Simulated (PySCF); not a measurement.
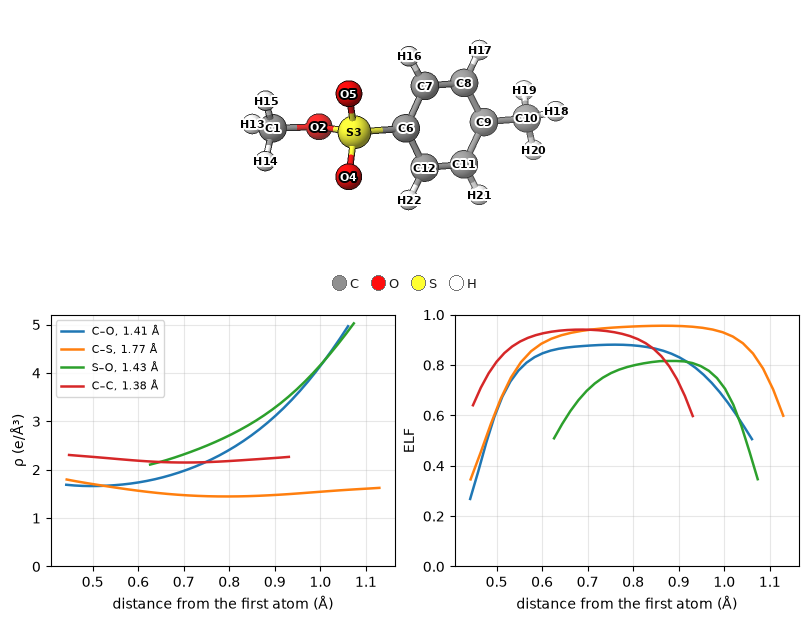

The picture shows: C8H10O3S (SMILES COS(=O)(=O)c1ccc(C)cc1). Electron density and ELF along straight lines between neighbouring atoms. The curves leave out the atomic cores. The structure is drawn too.

Geometry: GFN2-xTB.

All numbers below come from PBE0/6-31G*, SCF density, gas phase, non-relativistic in PySCF 2.14.0.

The calculation's input:

```
{"job": {"xc": "PBE0", "basis": "6-31G*", "kind": "nmr", "pop": true}, "charge": 0, "multiplicity": 1}
C      4.059277    -0.086762     0.316457
O      2.649524    -0.184781     0.376943
S      1.889615     0.931786    -0.534014
O      2.206825     0.689495    -1.908494
O      2.182741     2.227758    -0.001974
C      0.230090     0.438513    -0.157050
C     -0.403816     0.989631     0.938088
C     -1.682422     0.568822     1.255540
C     -2.323782    -0.398478     0.484696
C     -3.713411    -0.833576     0.832480
C     -1.661274    -0.935275    -0.614600
C     -0.381212    -0.518881    -0.938927
H      4.460275    -0.866363     0.961861
H      4.395303    -0.231416    -0.713034
H      4.375520     0.899458     0.664681
H      0.112259     1.740552     1.513994
H     -2.192556     0.991062     2.108740
H     -4.424526    -0.052009     0.565863
H     -3.803518    -1.012200     1.901826
H     -3.985196    -1.739785     0.298230
H     -2.151292    -1.683930    -1.219421
H      0.151166    -0.914236    -1.788768
```

Launched as:

```sh
OMP_NUM_THREADS=1 python ens_run.py task.json out
```

Question: What kind of bonding do the profiles show?

Answer: C–O (1.41 Å): the density is about 2 e/Å³ at the midpoint, with its minimum of 1.7 e/Å³ about 0.5 Å from C; the ELF peaks at about 0.90 between the atoms, as expected for a shared but strongly polarised pair.
C–S (1.77 Å): the density is about 1.5 e/Å³ at the midpoint; the ELF peaks at about 0.95 between the atoms, as expected for a shared electron pair.
S–O (1.43 Å): ρ is about 2.4 e/Å³ halfway; the ELF peaks at about 0.80 between the atoms: a polar covalent bond.
C–C (1.38 Å): ρ at the midpoint is about 2.1 e/Å³; the ELF peaks at about 0.95 between the atoms (a covalent bond).
